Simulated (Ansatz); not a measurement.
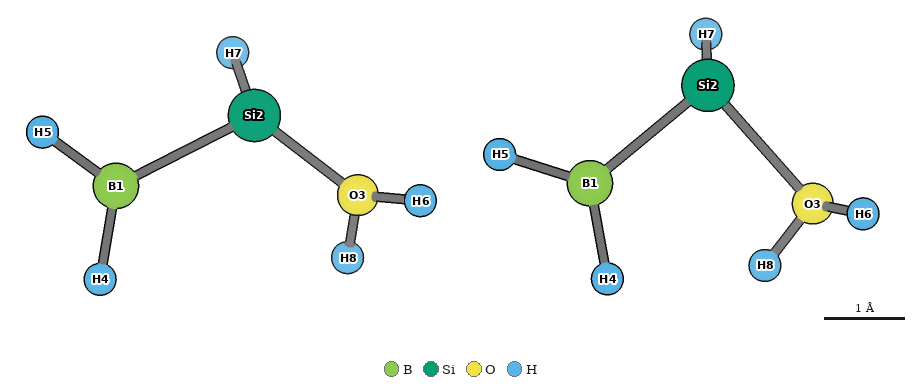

Two geometries of BSiH$_{5}$O, drawn at one scale. One is the start of a relaxation, the other its converged end. Style: ball-and-stick. Shown at a tilt.

Computed with RKS PBE-D4/def2-SVP in Ansatz. Set-up: force threshold 0.03 eV/Å; at most 250 steps.

Q: Which geometry has the lower energy?

A: The right one is the relaxed one. It is one of the separated reactants of a reaction. The energy falls by 1.484 eV in 10 accepted moves (11 points after the start). Largest force component: 7 eV/Å at the start, 0.015 eV/Å at the end. The line search rejected the trial step at point 10 of the run. H8 moves most after the best rigid fit: 0.64 Å. Largest moves by element: H 0.64 Å, Si 0.41 Å, O 0.27 Å, B 0.22 Å. Some distances before and after: Si2–O3 1.655 → 2.069 Å, B1–Si2 2.004 → 1.938 Å, B1–H4 1.197 → 1.236 Å, O3–H8 0.958 → 0.985 Å. Bond angles that change, for instance: B1–Si2–O3 116.3° → 93.4°, Si2–O3–H6 127.6° → 107.4°, Si2–O3–H8 117.3° → 99.7°. Cost: 9.5 s on 2 threads of Intel Xeon 6975P-C (shared host).
